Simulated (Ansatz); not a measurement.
**OSSi (SMILES O1[Si-]=[S]1) (charge −1, doublet): density, localisation and related maps**

```xyz
3

O     0.0668   -0.2474    0.1609
S    -1.6636    0.1000    0.4426
Si   -0.0414    1.3856   -0.5102
```

Geometry: B3LYP-D3(BJ)/def2-SVPD; the highest occupied orbital lies above zero, a sign that basis and functional describe the outermost electron poorly.

These are results of isolated molecule in a Gaussian basis; Kohn-Sham density functional theory, functional PBE0 in Ansatz 0.2.0, not measurements.

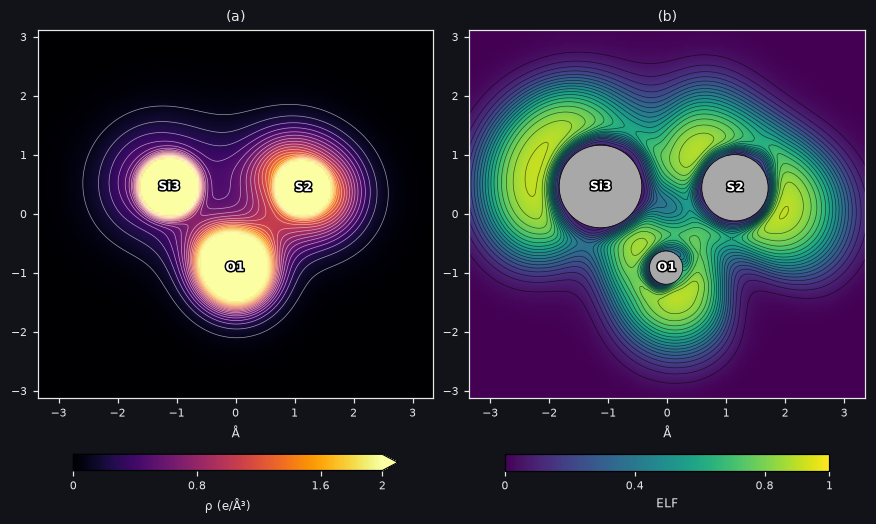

Figure 1. (a) electron density; (b) electron localisation function on the molecular plane. Grey discs cover the atomic cores in the ELF map.

> Describe what can be read from this map.

The section cuts through O, S and Si sites.
Si–O (1.77 Å): the density is about 0.92 e/Å³ at the midpoint; the ELF peaks at about 0.85 between the atoms; a polar covalent bond.
S–O (1.79 Å): the density is about 1.1 e/Å³ at the midpoint; the ELF peaks at about 0.75 between the atoms, as expected for a shared but strongly polarised pair.
Si–S (2.28 Å): ρ is about 0.55 e/Å³ halfway, with its minimum of 0.46 e/Å³ about 0.9 Å from Si; the ELF peaks at about 0.65 between the atoms.
The ELF also peaks beside O1, S2 and Si3, away from the bonds: non-bonding electrons, paired or unpaired.

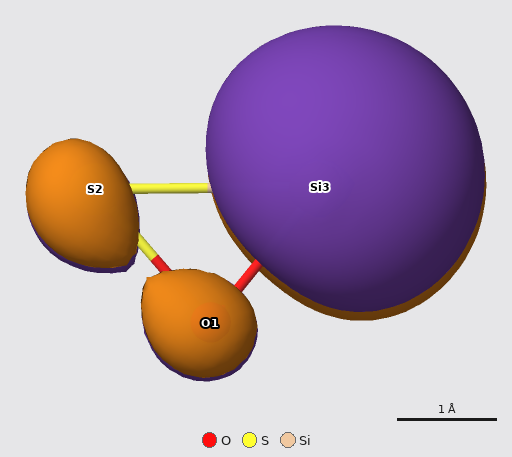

Figure 2. The HOMO (α) at ±0.1 Å⁻³ᐟ² (orange and purple are the two phases), seen across its widest extent.

> What is the character of this orbital?

It lies mainly on Si3 (about 85 %), S2 (about 10 %) and O1 (about 5 %); it changes sign across the molecular plane (π type). Its energy is 0.79 eV.

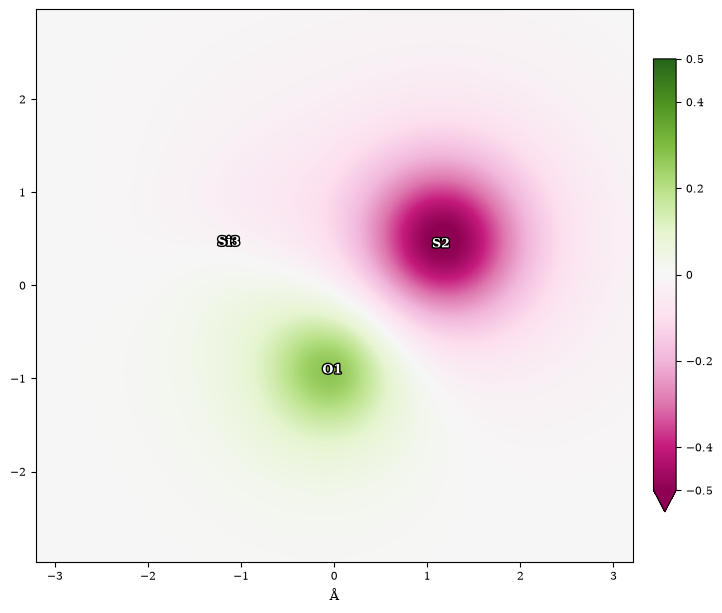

Figure 3. The HOMO−1 (α) on a plane 0.8 Å above the molecular plane (values in Å⁻³ᐟ²; the overall sign is arbitrary).

> Describe this orbital and give its energy.

It lies mainly on S2 (about 70 %) and O1 (about 25 %); it changes sign across the molecular plane (π type); π-antibonding (a node) across O1–S2. Its energy is −1.08 eV.
